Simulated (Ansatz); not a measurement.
# BaLiCl3 (built on the sites of a database entry of BaLiF3): phonons and vibrational spectra

Aim: the phonons of BaLiCl3 (built on the sites of a database entry of BaLiF3) at a cell relaxed beforehand at this level. After the zone centre comes a 2×2×2 q mesh on a 4×4×4 k mesh.

Method: DFT PBEsol, scalar-relativistic, plane waves, PAW, in Ansatz 0.2.0.

The structure was built from a prototype and need not be the compound's stable phase.

## Step 1: Starting point

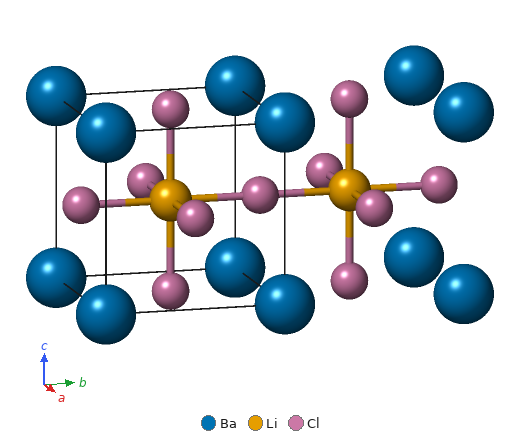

The cell as given, slightly off an axis (barium blue, lithium orange, chlorine pink). 1×2×1 cells are drawn. Some periodic images of atoms are drawn too.

As a file:

```cif
data_structure
_symmetry_space_group_name_H-M 'Pm-3m'
_symmetry_Int_Tables_number 221
_cell_length_a 4.7920
_cell_length_b 4.7920
_cell_length_c 4.7920
_cell_angle_alpha 90.000
_cell_angle_beta 90.000
_cell_angle_gamma 90.000
_cell_volume 110.04
loop_
_atom_site_label
_atom_site_type_symbol
_atom_site_symmetry_multiplicity
_atom_site_Wyckoff_symbol
_atom_site_fract_x
_atom_site_fract_y
_atom_site_fract_z
_atom_site_occupancy
Ba1 Ba 1 a 0.00000 0.00000 0.00000 1
Li1 Li 1 b 0.50000 0.50000 0.50000 1
Cl1 Cl 3 c 0.00000 0.50000 0.50000 1
```

## Step 2: Linear response at the zone centre

The cell comes from relaxations at this level that are not shown. The zone centre comes first: it holds the modes that light can see, as far as symmetry allows. The response to a homogeneous field gives the Born charges and the dielectric tensor, and its change with displacement the Raman tensors.

Input file input.yaml:

```yaml
crystal:
  lattice:
    - [4.7920317519, 0.0, 0.0]
    - [0.0, 4.7920317519, 0.0]
    - [0.0, 0.0, 4.7920317519]
  atoms:
    - { symbol: Ba, position: [0.0, 0.0, 0.0] }
    - { symbol: Li, position: [0.5, 0.5, 0.5] }
    - { symbol: Cl, position: [0.0, 0.5, 0.5] }
    - { symbol: Cl, position: [0.5, 0.5, 0.0] }
    - { symbol: Cl, position: [0.5, 0.0, 0.5] }
kpoints:
  mp_grid: { grid: [4, 4, 4] }
hamiltonian:
  xc: pbesol
scf:
  occupations: { method: fixed }
output:
  eigenvalues: true
phonons:
  method: dfpt
  dielectric: true
  rigid_motions: translations
  raman: true
```

The run is started by

```bash
> ansatz run input.yaml --threads 4 --pin off --max-ram 7168MiB --backend cpu --events-out ev --progress --plain --runs-dir out
```

Numbers of over 12 decimals in the logs are rounded to 6 here.

What it wrote:

```text
Engine: ansatz 0.2.0, aarch64-unknown-linux-gnu
Pseudopotentials: kind: paw
Pseudopotential: Ba, paw, valence charge 10, recommended cutoff 420 eV (normal), Ba.paw.azcp
Pseudopotential: Li, paw, valence charge 3, recommended cutoff 420 eV (normal), Li.paw.azcp
Pseudopotential: Cl, paw, valence charge 7, recommended cutoff 420 eV (normal), Cl.paw.azcp
Functional definition: PBEsol
  exchange = pbesol_x
  correlation = pbesol_c
Crystal: 5 atoms, lattice volume = 110.042 Å³
Basis set: ecut = 420 eV, 2109 PW (Γ), exchange–correlation on 72×72×72 points (8 copies of the dense FFT grid, shifted against one another)
Bands: 22, of which v1, the nominal top of the filled ones, is band 17 counted from 1 (16 counted from 0)
Symmetry: 48 space group operations
k-points: 30 of 64 (irreducible under 2 space group operations, time reversal used)
Non-local potential: Ba, projectors of the file, l = 0: 3, l = 1: 2, l = 2: 2, l = 3: 2
Non-local potential: Li, projectors of the file, l = 0: 3, l = 1: 2, l = 2: 1
Non-local potential: Cl, projectors of the file, l = 0: 2, l = 1: 2, l = 2: 2
PAW form: soft (Blöchl's): semilocal exchange-correlation on the pseudo side does not see the compensation charge
PAW frozen core: Ba, regenerated for the run's functional, and the local potential with it (the file was generated under x = pbe(κ = 0.804, μ = 0.219515), c = pbe(β = 0.066725))
PAW frozen core: Cl, regenerated for the run's functional, and the local potential with it (the file was generated under x = pbe(κ = 0.804, μ = 0.219515), c = pbe(β = 0.066725))
PAW one-centre angular grid: Ba, 194 points (default); XC on 64 Gauss nodes
PAW one-centre angular grid: Li, 110 points (default); XC on 64 Gauss nodes
PAW one-centre angular grid: Cl, 110 points (default); XC on 64 Gauss nodes
Initial density: superposition of atomic densities (neutral atoms: chi_scale 0, normalization atom), corrected by the library's trained network
Initial wavefunctions: pseudopotential atomic-orbital guess
Functional: x = pbesol(κ = 0.804, μ = 0.123457), c = pbesol(β = 0.046)
SCF iter   1: F=—  HF=-9259.192780 eV  |F-HF|=—  |Δ(HF+E_count)|=         —  Δρ=4.03e-3  dr2=2.50e-2  ethr=1.77e-3  ⟨swp⟩=5.3  Hψ=3000  notcnv=0  defer=66
preconditioner: auto → Resta (q_TF=auto, 2.243 Å⁻¹)  ε∞=3.7  [insulator: Δε(μ)=4.037 eV  Ē_g=11.907 eV  n_scr=18 (ndim 8)  ℏωp=19.4 eV  f_vac=0.000  ε∞_Penn≈3.7]
SCF iter   2: F=—  HF=-9259.184804 eV  |F-HF|=—  |Δ(HF+E_count)|=   7.98e-3  Δρ=1.94e-3  dr2=6.06e-3  ethr=7.36e-5  ⟨swp⟩=3.2  Hψ=1412  notcnv=0  defer=90
SCF iter   3: F=—  HF=-9259.183667 eV  |F-HF|=—  |Δ(HF+E_count)|=   1.14e-3  Δρ=5.23e-4  dr2=2.15e-4  ethr=1.78e-5  ⟨swp⟩=3.0  Hψ=1159  notcnv=0  defer=86
SCF iter   4: F=—  HF=-9259.183688 eV  |F-HF|=—  |Δ(HF+E_count)|=   2.16e-5  Δρ=1.86e-4  dr2=7.26e-5  ethr=6.32e-7  ⟨swp⟩=2.0  Hψ=1106  notcnv=0  defer=86
SCF iter   5: F=—  HF=-9259.183679 eV  |F-HF|=—  |Δ(HF+E_count)|=   9.22e-6  Δρ=6.77e-5  dr2=1.07e-5  ethr=2.14e-7  ⟨swp⟩=2.6  Hψ=1024  notcnv=0  defer=41
SCF iter   6: F=—  HF=-9259.183678 eV  |F-HF|=—  |Δ(HF+E_count)|=   1.44e-6  Δρ=1.73e-5  dr2=7.98e-7  ethr=3.16e-8  ⟨swp⟩=2.0  Hψ=897  notcnv=0  defer=34
SCF iter   7: F=—  HF=-9259.183675 eV  |F-HF|=—  |Δ(HF+E_count)|=   2.16e-6  Δρ=3.12e-6  dr2=2.56e-8  ethr=2.35e-9  ⟨swp⟩=2.2  Hψ=998  notcnv=0  defer=33
SCF iter   8: F=—  HF=-9259.183675 eV  |F-HF|=—  |Δ(HF+E_count)|=   8.16e-9  Δρ=2.57e-7  dr2=1.39e-10  ethr=7.52e-11  ⟨swp⟩=2.1  Hψ=1048  notcnv=0  defer=33
SCF iter   9: F=-9259.183675 eV  HF=-9259.183675 eV  |F-HF|=1.09e-11  |Δ(HF+E_count)|=  4.37e-11  Δρ=7.98e-8  dr2=1.46e-11  ethr=1.00e-12  ⟨swp⟩=13.6  Hψ=5310  notcnv=0
SCF 1 converged in 9 iterations: F = -9259.183675 eV  dr2 = 1.46e-11
  greatest PAW one-centre occupation: 1.000 electrons in one spin orbital (limit 2), on the Li atom at site 1 (counted from 0), in its partial waves of l = 0
DFPT response loops at Γ: preconditioner auto → none (the input reference at scf.mixing.eps_inf says where Resta's filter doesn't serve); β = 0.50; Broyden in place of MSR1
── the response to a field inside a basis, on 6×6×6 k-points: an SCF that follows is theirs, and a resumed run solves both again ──
Bands: 18, of which v1, the nominal top of the filled ones, is band 17 counted from 1 (16 counted from 0)
k-points: 10 of 216
Initial density: handed on by an earlier stage of this run
Initial wavefunctions: pseudopotential atomic-orbital guess (no wavefunctions were taken with the density)
Eigensolver: Dense (10 Hₖ)
SCF iter   1: F=—  HF=-9259.177883 eV  |F-HF|=—  |Δ(HF+E_count)|=         —  Δρ=1.01e-4  dr2=1.84e-6  ethr=1.00e-1
preconditioner: auto → Resta (q_TF=auto, 2.243 Å⁻¹)  ε∞=3.9  [insulator: Δε(μ)=4.480 eV  Ē_g=11.314 eV  n_scr=18 (ndim 8)  ℏωp=19.4 eV  f_vac=0.000  ε∞_Penn≈3.9]
SCF iter   2: F=—  HF=-9259.177885 eV  |F-HF|=—  |Δ(HF+E_count)|=   1.34e-6  Δρ=5.35e-5  dr2=5.41e-7  ethr=5.42e-9
SCF iter   3: F=—  HF=-9259.177885 eV  |F-HF|=—  |Δ(HF+E_count)|=   5.96e-7  Δρ=2.07e-6  dr2=3.01e-9  ethr=1.59e-9
SCF iter   4: F=—  HF=-9259.177885 eV  |F-HF|=—  |Δ(HF+E_count)|=   2.10e-9  Δρ=5.33e-7  dr2=2.95e-10  ethr=8.86e-12
SCF iter   5: F=-9259.177885 eV  HF=-9259.177885 eV  |F-HF|=5.46e-12  |Δ(HF+E_count)|=  1.86e-10  Δρ=7.66e-8  dr2=6.49e-12  ethr=1.00e-12
SCF 1 converged in 5 iterations: F = -9259.177885 eV  dr2 = 6.49e-12
DFPT response loops at Γ: mixed as the last ones told, above
DFPT response loops at Γ: mixed as the last ones told, above
SCF converged after 9 iterations
Free energy (F): -9259.183675 eV
Harris-Foulkes:  -9259.183675 eV  (|F-HF|=1.09e-11)
Internal energy: -9259.183675 eV  (E = F + TS)
E sigma→0 (E₀):  -9259.183675 eV
Fermi energy:    4.670163 eV
--- Per-component energies (eV) ---
  E_band       = -147.317189
  E_kinetic    = 675.428100
  E_local      = -936.506945  (includes V_loc(G=0)·N_el)
  E_nonlocal   = 111.699798
  E_hartree    = 279.609421
  E_xc         = -497.732216
  E_vxc        = -516.625947  (∫ρ·V_xc dr)
  E_paw        = -7085.405866  (= ΣΔE_a)
  E_vpaw       = -40.531399  (= ΣTr[D̂ρ^β])
  E_aug_tail   = 0.000285  (compensation charges beyond the density's cutoff)
  E_ewald      = -1806.662983
  E_core_change = 0.386729  (= ΣΔE_core)
  E_smearing   = -0.000000  (= −TS)
  E_closure    = -0.000000  (closes the sum)
  Σ components = -9259.183675   (vs F -9259.183675, Δ=0.00e0)
--- Band table (eV; the first three rows and the last of 30) ---
  k-point 0: bands = [... 13 lower, 3.6953, 4.6161, 4.6161, 4.6161, 8.8193, 8.8193, 9.8180, 10.0820, ... 1 higher]
  k-point 1: bands = [... 13 lower, 3.5174, 4.0134, 4.4006, 4.4006, 9.4799, 9.6583, 10.2668, 10.8277, ... 1 higher]
  k-point 2: bands = [... 13 lower, 3.3970, 3.3970, 4.1657, 4.1657, 10.5022, 10.5043, 10.6459, 11.9833, ... 1 higher]
  k-point 29: bands = [... 13 lower, 4.5570, 4.6702, 4.6702, 4.6702, 10.1520, 10.1520, 10.1520, 11.1508, ... 1 higher]
--- Phonons (Γ-DFPT): 4 representative perturbations + reference, on 30 of 64 k-points (Σ response iterations 13) ---
  k mesh reduced under 2 symmetry operations, with k and −k counted as one. Each operation leaves every solved perturbation unchanged. A smaller set is not considered because the run solves the response to a homogeneous field
  ASR residual: 2.141e-4 → 0.000e0 eV/Å²; symmetrization residual: 1.450e-6 eV/Å²
  ASR residual per site (eV/Å²): 1.24e-5 2.14e-4 8.93e-5 8.93e-5 8.93e-5
  Γ frequencies (cm⁻¹): 0.00 0.00 0.00 38.65 38.65 38.65 91.04 91.04 91.04 183.35 183.35 183.35 339.68 339.68 339.68
  ε∞ (high-frequency dielectric tensor):
        3.553749     0.000000     0.000000
        0.000000     3.553749     0.000000
        0.000000     0.000000     3.553749
  ε⁰ (static dielectric tensor: ions relaxed, cell fixed):
       50.039379     0.000000     0.000000
        0.000000    50.039379     0.000000
        0.000000     0.000000    50.039379
  ε⁰ − ε∞ (ionic part):
       46.485630     0.000000     0.000000
        0.000000    46.485630     0.000000
        0.000000     0.000000    46.485630
  softest optical mode at Γ: 38.65 cm⁻¹; the repairs (sum rule, projections) moved no ω² at Γ by more than (3.04 cm⁻¹)²
  Born effective charges Z* (e; rows j = field, columns β = displacement):
    site 0:
         2.91455    0.00000   -0.00000
        -0.00000    2.91455    0.00000
         0.00000    0.00000    2.91455
    site 1:
         1.11616    0.00000   -0.00000
        -0.00000    1.11616    0.00000
         0.00000    0.00000    1.11616
    site 2:
        -1.22868    0.00000   -0.00000
        -0.00000   -1.40102    0.00000
         0.00000    0.00000   -1.40102
    site 3:
        -1.40102    0.00000    0.00000
         0.00000   -1.40102    0.00000
         0.00000    0.00000   -1.22868
    site 4:
        -1.40102   -0.00000   -0.00000
        -0.00000   -1.22868    0.00000
         0.00000    0.00000   -1.40102
  Z* charge neutrality: 3.585e-4 e pre-enforcement
  solved inside a basis spanned on kpoints, on 6×6×6 k-points: ε∞ is read to err by 8.3e-3, Z* by 1.1e-2 e (field_mesh: kpoints solves on kpoints); Z* is corrected for what the basis lacks
  Raman tensors (in the event stream and the table raman_tensors.tsv): an entry may err by 1.3e-3 Å², one of the second-order susceptibility by 8.5e-20 pm/V (basis, points and sum rule); their sum over the sites missed zero by 1.785e-20 Å² ahead of its enforcement
  optical modes at Γ without the LO–TO term, one row a degenerate level:
      ω (cm⁻¹)  modes    IR ((D/Å)²/amu)  static Raman (Å⁴/amu)  depolarisation
         38.65      3            10.4191                 0.0000               —
         91.04      3             0.0000                 0.0000               —
        183.35      3             3.5006                 0.0000               —
        339.68      3            13.3979                 0.0000               —
  optical modes at Γ + LO–TO along q̂ = [1.0000, 0.0000, 0.0000]:
      ω (cm⁻¹)  modes    IR ((D/Å)²/amu)  static Raman (Å⁴/amu)  depolarisation
         38.65      2             6.9461                 0.0000               —
         91.04      3             0.0000                 0.0000               —
        116.84      1             1.2517                 0.0000               —
        183.35      2             2.3337                 0.0000               —
        202.75      1             1.4109                 0.0000               —
        339.68      2             8.9320                 0.0000               —
        381.31      1             6.4433                 0.0000               —
  optical modes at Γ + LO–TO along q̂ = [0.0000, 1.0000, 0.0000]:
      ω (cm⁻¹)  modes    IR ((D/Å)²/amu)  static Raman (Å⁴/amu)  depolarisation
         38.65      2             6.9461                 0.0000               —
         91.04      3             0.0000                 0.0000               —
        116.84      1             1.2517                 0.0000               —
        183.35      2             2.3337                 0.0000               —
        202.75      1             1.4109                 0.0000               —
        339.68      2             8.9320                 0.0000               —
        381.31      1             6.4433                 0.0000               —
  optical modes at Γ + LO–TO along q̂ = [0.0000, 0.0000, 1.0000]:
      ω (cm⁻¹)  modes    IR ((D/Å)²/amu)  static Raman (Å⁴/amu)  depolarisation
         38.65      2             6.9461                 0.0000               —
         91.04      3             0.0000                 0.0000               —
        116.84      1             1.2517                 0.0000               —
        183.35      2             2.3337                 0.0000               —
        202.75      1             1.4109                 0.0000               —
        339.68      2             8.9320                 0.0000               —
        381.31      1             6.4433                 0.0000               —
```

Wall time 71 s (4 threads of Arm Neoverse V2, shared host); peak memory 1.2 GiB; 4 min of CPU time.

The column dr2 measures how far the density is from self-consistency, as an energy; F and HF (Harris–Foulkes) agree once it is small.

A gap read on the k-mesh alone can miss the band edges.

Numbers from this step:

```yaml
gap_on_the_k_mesh: 4.149 eV
volume_per_atom: 22.01 Å³
sum_rule_residual_before_enforcement: 2.14e-4 eV/Å²
miss_of_the_charge_sum_rule: 3.58e-4 e
estimated_error_of_the_dielectric_tensor: 0.008341
estimated_error_of_the_born_charges: 0.01065 e
point_group: m-3m
highest_optical_mode_at_the_zone_centre_no_lo_to_term: 339.7 cm⁻¹
lowest_optical_zone_centre_mode: 38.65 cm⁻¹
mean_high_frequency_dielectric_constant: 3.554
largest_born_charge_third_of_the_trace: 2.915 e
mean_static_dielectric_constant: 50.04
top_of_the_zone_centre_spectrum_with_the_field: 381.3 cm⁻¹
```

Without the LO-TO term. Patterns of degenerate modes are one choice out of their space. Modes at Γ, with each element's share of the kinetic energy:

```tsv
mode	frequency (cm⁻¹)	symmetry	Ba %	Li %	Cl %
1	0.0	acoustic	55	3	42
2	0.0	acoustic	55	3	42
3	0.0	acoustic	55	3	42
4	38.6	T1u	45	2	53
5	38.6	T1u	45	2	53
6	38.6	T1u	45	2	53
7	91.0	T2u	0	0	100
8	91.0	T2u	0	0	100
9	91.0	T2u	0	0	100
10	183.3	T1u	0	18	81
11	183.3	T1u	0	18	81
12	183.3	T1u	0	18	81
13	339.7	T1u	0	77	23
14	339.7	T1u	0	77	23
15	339.7	T1u	0	77	23
```

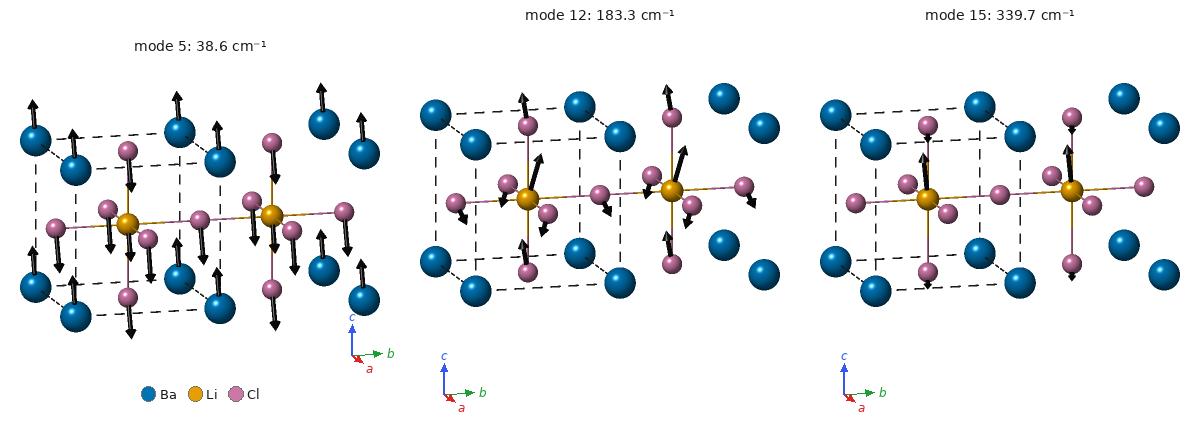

Displacement patterns of modes 5, 12 and 15 at Γ; arrows are exaggerated. 1×2×1 cells are drawn. Some periodic images of atoms are drawn too.

Optical modes at the zone centre, without and with the macroscopic field of the longitudinal modes; each column is sorted by frequency, so a row need not hold one and the same mode. Modes with and without the field, by row:

```tsv
rank among optical modes	no field (cm⁻¹)	q along (1, 0, 0) (cm⁻¹)
1	38.6	38.6
2	38.6	38.6
3	38.6	91
4	91	91
5	91	91
6	91	116.8
7	183.3	183.3
8	183.3	183.3
9	183.3	202.8
10	339.7	339.7
11	339.7	339.7
12	339.7	381.3
```

Born charge (rows field, columns displacement) (e), principal values of the symmetric part by kind of site:

```tsv
atom	atoms with these values	low	middle	high	mean
Ba1	1	2.91	2.91	2.91	2.91
Li2	1	1.12	1.12	1.12	1.12
Cl3	3	-1.40	-1.40	-1.23	-1.34
```

In full for Ba1:

```
2.91 0.00 0.00
0.00 2.91 0.00
0.00 0.00 2.91
```

High-frequency dielectric tensor:

```
3.55 0.00 0.00
0.00 3.55 0.00
0.00 0.00 3.55
```

Static dielectric tensor (ions relaxed, fixed cell):

```
50.04  0.00  0.00
 0.00 50.04  0.00
 0.00  0.00 50.04
```

Transverse modes. Lines of the infrared spectrum (strongest = 100):

```tsv
position (cm⁻¹)	label	relative intensity
39	T1u	78
91	T2u	0.0
183	T1u	26
340	T1u	100
```

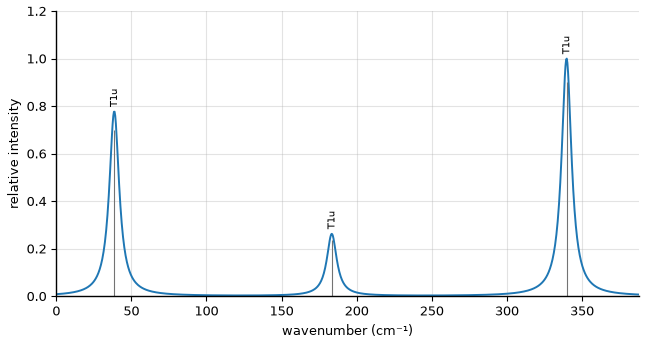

The infrared spectrum, broadened with Lorentzians of width 8 cm⁻¹; bars mark the lines.

Before it was imposed, the acoustic sum rule was missed by 2.1e-4 eV/Å² and the charge sum rule by 3.6e-4 e. Small misses are needed for a sound result but don't prove that mesh and cutoff are converged. The lowest optical mode is real, 38.6 cm⁻¹.

(Continued in part 2 of 2.)

[Logs are printed without paths, hosts, clocks, repeated set-up lines and the standing remarks that a program may print on its own settings, such as how far it seeks lower states.]

[Hosts, paths, dates, database ids (printed as entryN), source tags and the programs' standing remarks are cut or masked in the printed files.]
